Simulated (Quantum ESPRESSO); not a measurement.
# Collinear magnetic orders of MnS with Quantum ESPRESSO, part 2 of 3

Aim: find out which collinear order of MnS costs least.

Quantum ESPRESSO 7.5; PBEsol with U = 4 eV on Mn d (ortho-atomic projectors); plane waves with GBRV 1.5 PBEsol potentials, no spin-orbit coupling.

So far: Starting point; Run 1 (ferro +).

The database entry behind the starting cell differs from later determinations by our own check (an axis about 0.2 % short against later determinations), so it need not match the best structure at ambient conditions.

### 3. Run 2 (antiferro q=(0,1/2,1/2) +−)

This order needs a doubled cell of 4 atoms. The wavevector q is in fractions of the reciprocal vectors of the crystal's primitive cell, as the cells of these inputs are built from it; moments change sign between cells as cos(2π q·R).

pw.in

```
&CONTROL
  calculation = 'scf'
  prefix = 'pwscf'
  outdir = './tmp'
  pseudo_dir = './pseudo'
  disk_io = 'nowf'
/
&SYSTEM
  ibrav = 0
  nat = 4
  ntyp = 3
  ecutwfc = 40
  ecutrho = 280
  nbnd = 30
  occupations = 'smearing'
  smearing = 'fd'
  degauss = 0.00367493
  nspin = 2
  starting_magnetization(1) = 0.3
  starting_magnetization(2) = -0.3
  starting_magnetization(3) = 0
/
&ELECTRONS
  conv_thr = 8d-09
  electron_maxstep = 150
  mixing_beta = 0.3
/
ATOMIC_SPECIES
Mn1    54.9380 mn_pbesol_v1.5.uspp.F.UPF
Mn2    54.9380 mn_pbesol_v1.5.uspp.F.UPF
S      32.0600 s_pbesol_v1.4.uspp.F.UPF
CELL_PARAMETERS angstrom
   0.0000000000    2.6045000000    2.6045000000
   5.2090000000    0.0000000000    5.2090000000
   5.2090000000    2.6045000000    2.6045000000
ATOMIC_POSITIONS crystal
Mn1     0.0000000000    0.0000000000    0.0000000000
Mn2     0.0000000000    0.5000000000    0.0000000000
S       0.5000000000    0.0000000000    0.5000000000
S       0.5000000000    0.5000000000    0.5000000000
K_POINTS automatic
6 3 6 0 0 0
HUBBARD {ortho-atomic}
U Mn1-3d 4.0000
U Mn2-3d 4.0000
```

Run with:

```bash
$ OMP_NUM_THREADS=1 mpirun -n 4 pw.x -nk 4 -in pw.in > pw.out
```

What it wrote:

```text
[banner, memory and clock lines left out]
Program PWSCF v.7.5 starts

     Message from routine setup:
     using ibrav=0 with symmetry is DISCOURAGED, use correct ibrav instead

     bravais-lattice index     =            0
     lattice parameter (alat)  =       6.9605  a.u.
     unit-cell volume          =     476.9026 (a.u.)^3
     number of atoms/cell      =            4
     number of atomic types    =            3
     number of electrons       =        42.00
     number of Kohn-Sham states=           30
     kinetic-energy cutoff     =      40.0000  Ry
     charge density cutoff     =     280.0000  Ry
     scf convergence threshold =      8.0E-09
     mixing beta               =       0.3000
     number of iterations used =            8  plain     mixing
     Exchange-correlation= SLA  PW   PSX  PSC
                           (   1   4  10   8   0   0   0)
     Hubbard projectors: ortho-atomic
     Hubbard parameters of DFT+U (Dudarev formulation) in eV:
     U(Mn1-3d) =  4.0000
     U(Mn2-3d) =  4.0000

     Internal variables: lda_plus_u =T, lda_plus_u_kind = 0

     Internal variables: orbital_resolved =F, hub_pot_fix =F, apply_U = F

     celldm(1)=   6.960465  celldm(2)=   0.000000  celldm(3)=   0.000000
     celldm(4)=   0.000000  celldm(5)=   0.000000  celldm(6)=   0.000000

     crystal axes: (cart. coord. in units of alat)
               a(1) = (   0.000000   0.707107   0.707107 )
               a(2) = (   1.414214   0.000000   1.414214 )
               a(3) = (   1.414214   0.707107   0.707107 )

     reciprocal axes: (cart. coord. in units 2 pi/alat)
               b(1) = ( -0.707107  0.707107  0.707107 )
               b(2) = (  0.000000 -0.707107  0.707107 )
               b(3) = (  0.707107  0.707107 -0.707107 )

     PseudoPot. # 1 for Mn read from file:
     mn_pbesol_v1.5.uspp.F.UPF
     Pseudo is Ultrasoft + core correction, Zval = 15.0

     PseudoPot. # 2 for Mn read from file:
     mn_pbesol_v1.5.uspp.F.UPF
     Pseudo is Ultrasoft + core correction, Zval = 15.0

     PseudoPot. # 3 for S  read from file:
     s_pbesol_v1.4.uspp.F.UPF
     Pseudo is Ultrasoft + core correction, Zval =  6.0

     atomic species   valence    mass     pseudopotential
     Mn1              15.00    54.93800     Mn( 1.00)
     Mn2              15.00    54.93800     Mn( 1.00)
     S                 6.00    32.06000     S ( 1.00)

     Starting magnetic structure
     atomic species   magnetization
     Mn1             0.300
     Mn2            -0.300
     S               0.000

     16 Sym. Ops., with inversion, found

   Cartesian axes

     site n.     atom                  positions (alat units)
         1        Mn1    tau(   1) = (   0.0000000   0.0000000   0.0000000  )
         2        Mn2    tau(   2) = (   0.7071068   0.0000000   0.7071068  )
         3        S      tau(   3) = (   0.7071068   0.7071068   0.7071068  )
         4        S      tau(   4) = (   1.4142136   0.7071068   1.4142136  )

     number of k points=    20  Fermi-Dirac smearing, width (Ry)=  0.0037
                       cart. coord. in units 2pi/alat
        k(    1) = (   0.0000000   0.0000000   0.0000000), wk =   0.0092593
        k(    2) = (   0.1178511   0.1178511  -0.1178511), wk =   0.0740741
        k(    3) = (   0.2357023   0.2357023  -0.2357023), wk =   0.0740741
        k(    4) = (  -0.3535534  -0.3535534   0.3535534), wk =   0.0185185
        k(    5) = (   0.0000000  -0.2357023   0.2357023), wk =   0.0370370
        [... 15 further k-points ...]

     Dense  grid:    37729 G-vectors     FFT dimensions: (  40,  75,  72)

     Smooth grid:    16243 G-vectors     FFT dimensions: (  30,  60,  50)

     Check: negative core charge=   -0.000037
     Generating pointlists ...
     new r_m :   0.2917 (alat units)  2.0302 (a.u.) for type    1
     new r_m :   0.2917 (alat units)  2.0302 (a.u.) for type    2
     new r_m :   0.2917 (alat units)  2.0302 (a.u.) for type    3

     Initial potential from superposition of free atoms

     starting charge      40.9998, renormalised to      42.0000

     STARTING HUBBARD OCCUPATIONS:

     =================== HUBBARD OCCUPATIONS ===================
     ------------------------ ATOM    1 ------------------------
     Tr[ns(  1)] (up, down, total) =   5.00000  0.00000  5.00000
     Atomic magnetic moment for atom   1 =   5.00000
     [... lines left out ...]
     ------------------------ ATOM    2 ------------------------
     Tr[ns(  2)] (up, down, total) =   0.00000  5.00000  5.00000
     Atomic magnetic moment for atom   2 =  -5.00000
     [... lines left out ...]
     Number of occupied Hubbard levels =   10.0000

     Atomic wfc used for Hubbard projectors are orthogonalized

     Starting wfcs are   34 randomized atomic wfcs

     Self-consistent Calculation

     iteration #  1     ecut=    40.00 Ry     beta= 0.30
     Davidson diagonalization with overlap
     ethr =  1.00E-02,  avg # of iterations =  4.6

     =================== HUBBARD OCCUPATIONS ===================
     ------------------------ ATOM    1 ------------------------
     Tr[ns(  1)] (up, down, total) =   4.85178  0.15258  5.00436
     Atomic magnetic moment for atom   1 =   4.69920
     [... lines left out ...]
     ------------------------ ATOM    2 ------------------------
     Tr[ns(  2)] (up, down, total) =   0.15257  4.85150  5.00407
     Atomic magnetic moment for atom   2 =  -4.69893
     [... lines left out ...]
     Number of occupied Hubbard levels =   10.0084

     total energy              =    -470.01045462 Ry
     estimated scf accuracy    <       0.96801057 Ry

     total magnetization       =    -0.00 Bohr mag/cell
     absolute magnetization    =     9.62 Bohr mag/cell

     iteration #  2     ecut=    40.00 Ry     beta= 0.30
     Davidson diagonalization with overlap
     ethr =  2.30E-03,  avg # of iterations =  2.0

     total energy              =    -470.17063864 Ry
     estimated scf accuracy    <       0.05148270 Ry

     total magnetization       =     0.00 Bohr mag/cell
     absolute magnetization    =     9.68 Bohr mag/cell

     [... further iterations left out ...]

     iteration # 11     ecut=    40.00 Ry     beta= 0.30
     Davidson diagonalization with overlap
     ethr =  8.30E-10,  avg # of iterations =  2.2

     negative rho (up, down):  1.903E-04 3.773E-04

     total energy              =    -470.19310383 Ry
     estimated scf accuracy    <       0.00000002 Ry

     total magnetization       =     0.00 Bohr mag/cell
     absolute magnetization    =     9.71 Bohr mag/cell

     iteration # 12     ecut=    40.00 Ry     beta= 0.30
     Davidson diagonalization with overlap
     ethr =  5.84E-11,  avg # of iterations =  3.9

     negative rho (up, down):  1.902E-04 3.772E-04

     Magnetic moment per site  (integrated on atomic sphere of radius R)
     atom   1 (R=0.292)  charge= 13.1411  magn=  4.4749
     atom   2 (R=0.292)  charge= 13.1411  magn= -4.4749
     atom   3 (R=0.292)  charge=  4.6959  magn= -0.0367
     atom   4 (R=0.292)  charge=  4.6960  magn=  0.0367

     End of self-consistent calculation

     =================== HUBBARD OCCUPATIONS ===================
     ------------------------ ATOM    1 ------------------------
     Tr[ns(  1)] (up, down, total) =   4.96683  0.27317  5.24000
     Atomic magnetic moment for atom   1 =   4.69366
     [... lines left out ...]
     ------------------------ ATOM    2 ------------------------
     Tr[ns(  2)] (up, down, total) =   0.27317  4.96683  5.24000
     Atomic magnetic moment for atom   2 =  -4.69366
     [... lines left out ...]
     Number of occupied Hubbard levels =   10.4800

     [... lines left out ...]
     the Fermi energy is    10.4454 ev

!    total energy              =    -470.19310385 Ry
     estimated scf accuracy    <          7.3E-10 Ry
     smearing contrib. (-TS)   =      -0.00000106 Ry
     internal energy E=F+TS    =    -470.19310278 Ry

     The total energy is F=E-TS. E is the sum of the following terms:
     one-electron contribution =    -264.99227185 Ry
     hartree contribution      =     147.46738311 Ry
     xc contribution           =     -69.76505899 Ry
     ewald contribution        =    -282.98656422 Ry
     Hubbard energy            =       0.08340917 Ry

     total magnetization       =    -0.00 Bohr mag/cell
     absolute magnetization    =     9.71 Bohr mag/cell

     convergence has been achieved in  12 iterations
```

Wall time 25 s (4 MPI ranks of Arm Neoverse V2, shared host); peak memory 0.56 GiB; 98 s of CPU time.

Spin moment in the atom's sphere by atom:

| atom | spin moment in the atom's sphere (μB) |
| --- | --- |
| Mn1 | 4.47 |
| Mn2 | -4.47 |
| S3 | -0.04 |
| S4 | 0.04 |

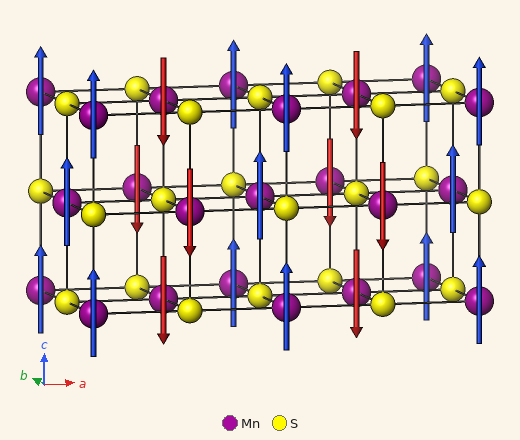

Spin moment in the atom's sphere as arrows, the longest 4.47 μB. Up and down stand for the sign. Arrows give size and sign along the axis of quantisation, drawn up and down the page. The two directions have two colours. 2×1×1 conventional cells are drawn. Some periodic images of atoms are drawn too.

Read from the output:

| Item | Value |
| --- | --- |
| smearing term TS | 1.45e-5 eV |
| magnetization | 0 μB |
| absolute magnetization | 9.706 μB |
| final state | antiferromagnetic |

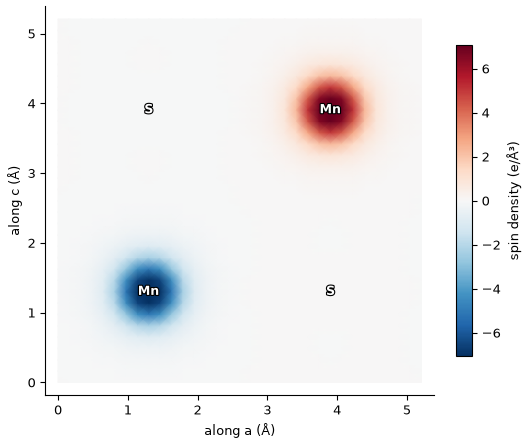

Spin density in the ac plane of the conventional cell at fractional y = 0.000, with atoms of Mn and S within 0.2 Å of it. The map starts off the cell's origin, so that atoms lie inside it.

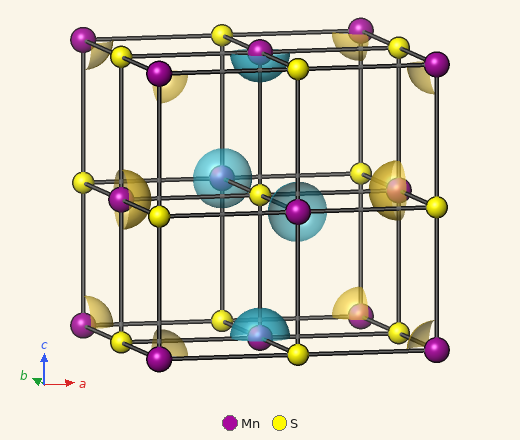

Surfaces of spin density = ±1.7 e/Å³, which hold about 50 % of the integral of its size. The two colours are the two signs.

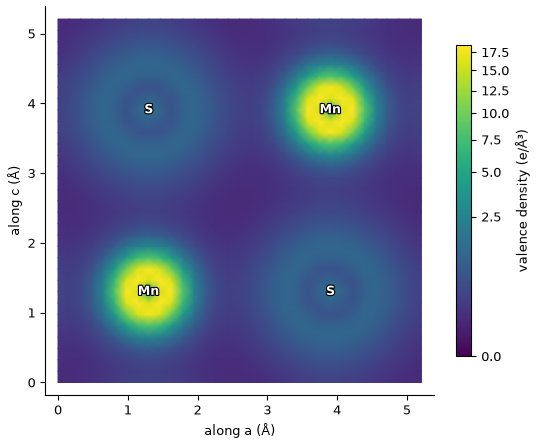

Valence density in the ac plane of the conventional cell at fractional y = 0.000, with atoms of Mn and S within 0.2 Å of it. It is the smooth field of the valence electrons, not physical close to the nuclei. The map starts off the cell's origin, so that atoms lie inside it. The colour scale is stretched toward low values.

### 4. Run 3, typed as antiferro q=(0,0,1/2) +−

The cell is doubled to 4 atoms to hold this order.

pw.in, as its differences from that of step 3:

```diff
@@ -33,11 +33,11 @@
    0.0000000000    2.6045000000    2.6045000000
-   5.2090000000    0.0000000000    5.2090000000
-   5.2090000000    2.6045000000    2.6045000000
+   2.6045000000    0.0000000000    2.6045000000
+   5.2090000000    5.2090000000    0.0000000000
 ATOMIC_POSITIONS crystal
 Mn1     0.0000000000    0.0000000000    0.0000000000
-Mn2     0.0000000000    0.5000000000    0.0000000000
-S       0.5000000000    0.0000000000    0.5000000000
-S       0.5000000000    0.5000000000    0.5000000000
+Mn2     0.0000000000    0.0000000000    0.5000000000
+S       0.5000000000    0.5000000000    0.2500000000
+S       0.5000000000    0.5000000000    0.7500000000
 K_POINTS automatic
-6 3 6 0 0 0
+6 6 3 0 0 0
 HUBBARD {ortho-atomic}
```

What it wrote:

```text
     [... lines left out ...]
Program PWSCF v.7.5 starts
     [... lines left out ...]
     number of atoms/cell      =            4
     [... lines left out ...]
     number of electrons       =        42.00
     number of Kohn-Sham states=           30
     kinetic-energy cutoff     =      40.0000  Ry
     charge density cutoff     =     280.0000  Ry
     scf convergence threshold =      8.0E-09
     [... lines left out ...]
     12 Sym. Ops., with inversion, found
     [... lines left out ...]
     number of k points=    16  Fermi-Dirac smearing, width (Ry)=  0.0037
     [... lines left out ...]
     iteration # 13     ecut=    40.00 Ry     beta= 0.30
     [... lines left out ...]
     Magnetic moment per site  (integrated on atomic sphere of radius R)
     atom   1 (R=0.292)  charge= 13.1510  magn=  4.4172
     atom   2 (R=0.292)  charge= 13.1511  magn= -4.4171
     atom   3 (R=0.292)  charge=  4.6909  magn=  0.0000
     atom   4 (R=0.292)  charge=  4.6909  magn=  0.0000
     [... lines left out ...]
     Tr[ns(  1)] (up, down, total) =   4.96460  0.30372  5.26831
     [... lines left out ...]
     Tr[ns(  2)] (up, down, total) =   0.30372  4.96460  5.26831
     [... lines left out ...]
     the Fermi energy is    10.4403 ev
!    total energy              =    -470.19822058 Ry
     estimated scf accuracy    <          2.8E-09 Ry
     smearing contrib. (-TS)   =      -0.00000000 Ry
     [... lines left out ...]
     total magnetization       =     0.00 Bohr mag/cell
     absolute magnetization    =     9.46 Bohr mag/cell
     convergence has been achieved in  13 iterations
```

The job ended after 16 s (4 MPI ranks; peak memory 0.44 GiB).

Spin moment in the atom's sphere by atom:

| atom | spin moment in the atom's sphere (μB) |
| --- | --- |
| Mn1 | 4.42 |
| Mn2 | -4.42 |
| S3 | 0.00 |
| S4 | 0.00 |

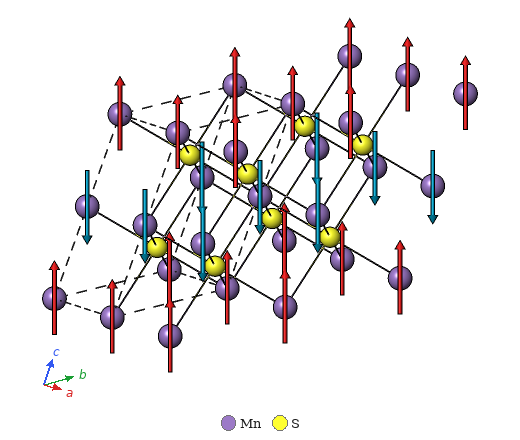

Spin moment in the atom's sphere as arrows, the longest 4.42 μB. Up and down stand for the sign. Arrows give size and sign along the axis of quantisation, drawn up and down the page. The two directions have two colours. Bonds to atoms that aren't drawn are left out. 2×2×1 cells are drawn. Some periodic images of atoms are drawn too.

This step gave:

```yaml
smearing_term_ts: 2.80e-11 eV
magnetization: 0 μB
absolute_magnetization: 9.457 μB
final_state: antiferromagnetic
```

### 5. Ranking

An order is kept where moments of 0.15 μB or more survive with the typed signs; meshes match where a doubled cell samples the same k points as the first cell.

Orders:

| start | final state | typed order kept | energy over the lowest (meV a seeded atom) | largest site moment (μB) | net moment (μB a cell of the first run) | mesh matched | CPU time (s) |
| --- | --- | --- | --- | --- | --- | --- | --- |
| ferro + | ferromagnetic | yes | 52.39 | 4.498 | 5 | yes | 17.54 |
| antiferro q=(0,1/2,1/2) +- | antiferromagnetic | yes | 34.81 | 4.475 | 0 | yes | 98.08 |
| antiferro q=(0,0,1/2) +- | antiferromagnetic | yes | 0 | 4.417 | 0 | yes | 63.62 |

### 6. Couplings from the energies

E = −Σ J e·e over ordered pairs of unit vectors, so each pair counts twice. As many shells are taken as there are differences of energy, so the couplings are solved for and no residual tests the model; further shells are folded in, and shells whose pairs keep their relative signs in all orders cancel and are not probed. Couplings from the energies:

| pair | distance (Å) | neighbours an atom | J (meV) |
| --- | --- | --- | --- |
| Mn-Mn | 3.683 | 12 | -1.099 |
| Mn-Mn | 5.209 | 6 | -3.267 |

### 7. The lowest state again, with its states saved

pw.in, as its differences from that of step 4:

```diff
@@ -5,3 +5,3 @@
   pseudo_dir = './pseudo'
-  disk_io = 'nowf'
+  disk_io = 'low'
 /
@@ -9,2 +9,3 @@
   ibrav = 0
+  celldm(1) = 8
   nat = 4
@@ -13,3 +14,3 @@
   ecutrho = 280
-  nbnd = 30
+  nbnd = 34
   occupations = 'smearing'
@@ -31,6 +32,6 @@
 S      32.0600 s_pbesol_v1.4.uspp.F.UPF
-CELL_PARAMETERS angstrom
-   0.0000000000    2.6045000000    2.6045000000
-   2.6045000000    0.0000000000    2.6045000000
-   5.2090000000    5.2090000000    0.0000000000
+CELL_PARAMETERS alat
+   0.0000000000000    0.6152239614485    0.6152239614485
+   0.6152239614485    0.0000000000000    0.6152239614485
+   1.2304479228970    1.2304479228970    0.0000000000000
 ATOMIC_POSITIONS crystal
```

What it wrote:

```text
     [... lines left out ...]
Program PWSCF v.7.5 starts
     [... lines left out ...]
     number of atoms/cell      =            4
     [... lines left out ...]
     number of electrons       =        42.00
     number of Kohn-Sham states=           34
     kinetic-energy cutoff     =      40.0000  Ry
     charge density cutoff     =     280.0000  Ry
     scf convergence threshold =      8.0E-09
     [... lines left out ...]
     12 Sym. Ops., with inversion, found
     [... lines left out ...]
     number of k points=    16  Fermi-Dirac smearing, width (Ry)=  0.0037
     [... lines left out ...]
     iteration # 12     ecut=    40.00 Ry     beta= 0.30
     [... lines left out ...]
     Magnetic moment per site  (integrated on atomic sphere of radius R)
     atom   1 (R=0.254)  charge= 13.1510  magn=  4.4172
     atom   2 (R=0.254)  charge= 13.1511  magn= -4.4171
     atom   3 (R=0.254)  charge=  4.6909  magn=  0.0000
     atom   4 (R=0.254)  charge=  4.6909  magn=  0.0000
     [... lines left out ...]
     Tr[ns(  1)] (up, down, total) =   4.96460  0.30372  5.26832
     [... lines left out ...]
     Tr[ns(  2)] (up, down, total) =   0.30372  4.96460  5.26832
     [... lines left out ...]
     the Fermi energy is    10.3635 ev
!    total energy              =    -470.19822058 Ry
     estimated scf accuracy    <          4.4E-10 Ry
     smearing contrib. (-TS)   =      -0.00000000 Ry
     [... lines left out ...]
     total magnetization       =     0.00 Bohr mag/cell
     absolute magnetization    =     9.46 Bohr mag/cell
     convergence has been achieved in  12 iterations
```

Elapsed: 16 s, on 4 MPI ranks; peak memory 0.45 GiB; 62 s of CPU time.

This step gave:

```yaml
smearing_term_ts: 4.09e-11 eV
magnetization: 0 μB
absolute_magnetization: 9.457 μB
final_state: antiferromagnetic
largest_moment: 4.417 μB
```

[end of part 2 of 3]

[Logs and program files are shortened in this print: banners, set-up blocks, solver, clock and traceback lines can be left out without a mark of their own.]

[Logs are printed without paths, hosts, clocks, repeated set-up lines and the standing remarks that a program may print on its own settings, such as how far it seeks lower states.]

[Hosts, paths, dates, database ids (printed as entryN), source tags and the programs' standing remarks are cut or masked in the printed files.]

[Where a cell is said to come from a database of computed structures, the database is the Materials Project.]
